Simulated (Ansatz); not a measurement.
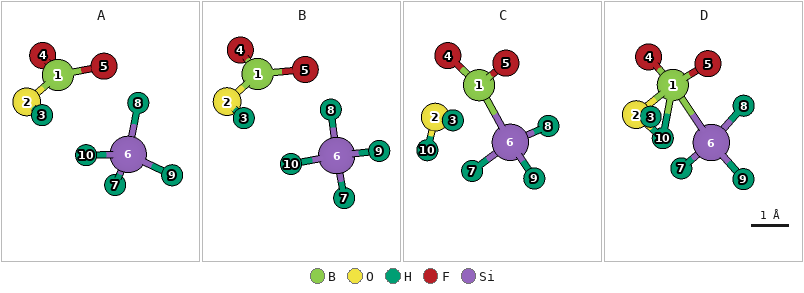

4 geometries from a converged minimum-energy path of BSiH5OF2, made up at the start of BHOF₂ and SiH₄, shuffled. A ball-and-stick model, seen from a free direction.

Theory: RKS r2SCAN-D4/def2-SVP (Ansatz). Set-up: 5 movable images; climbing image; force threshold 0.05 eV/Å; iteration limit 60; starting path through a guess of the saddle point.

Question: Which frame is the transition state?

Answer: D. In order along the path, whose images run from 0 to 6: B (image 0, 0.0 kcal/mol), A (image 1, +0.3 kcal/mol), D (image 3, +54.1 kcal/mol), C (image 5, +32.3 kcal/mol). Breaking: B1–O2 (1.35 → 1.56 at the top → 1.90 Å), Si6–H10 (1.49 → 1.93 at the top → 3.06 Å). Forming: B1–Si6 (3.55 → 2.25 at the top → 2.05 Å), O2–H10 (2.96 → 1.21 at the top → 0.97 Å).

Limits of the set-up: the start holds two separate molecules, 2.8 Å apart at their closest, whose relative position is a soft coordinate.
